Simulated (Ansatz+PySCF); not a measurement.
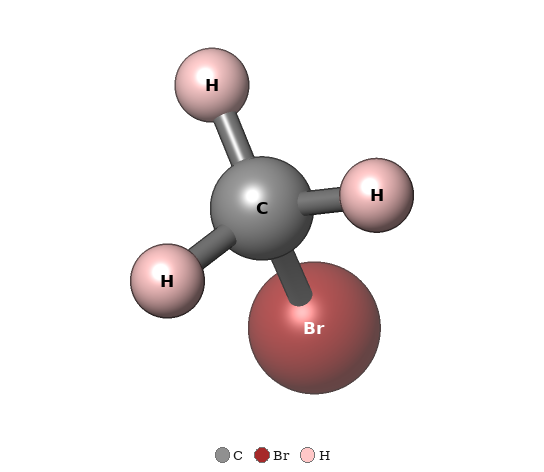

Figure made from data computed with Ansatz+PySCF.

Orthographic view. Depth is shown by fading: the farther an atom, the more it takes the colour of the background. Geometry: a fixed input geometry, not necessarily a minimum.

Give the standard InChI.

Answer. InChI=1S/CH3Br/c1-2/h1H3
